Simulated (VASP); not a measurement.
Shape and ions are relaxed at each volume.

Energy against volume of Er (hcp). Method: revPBE GGA, VASP's PBE PAW potentials (set 64) (plane waves; VASP).

The 4f electrons are frozen in the core of the lanthanide potential, so 4f levels, which can set the real gap, and their magnetism are missing.

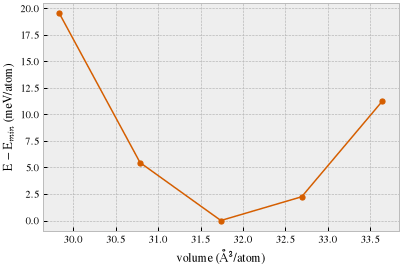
Fig. 1. Energy against volume

Q: Estimate the equilibrium volume and the bulk modulus.

A: The minimum lies near 31.9 Å³/atom, and the curvature gives B0 of about 42 GPa.

Measured: bulk modulus 44.4 GPa (computed value off by -4.8 %), as given by Wikipedia, Erbium (infobox). The calculation is for a static lattice, while the measured bulk modulus holds thermal and zero-point effects, which are part of the difference.

The compound is Er in the hcp structure. It was relaxed first.
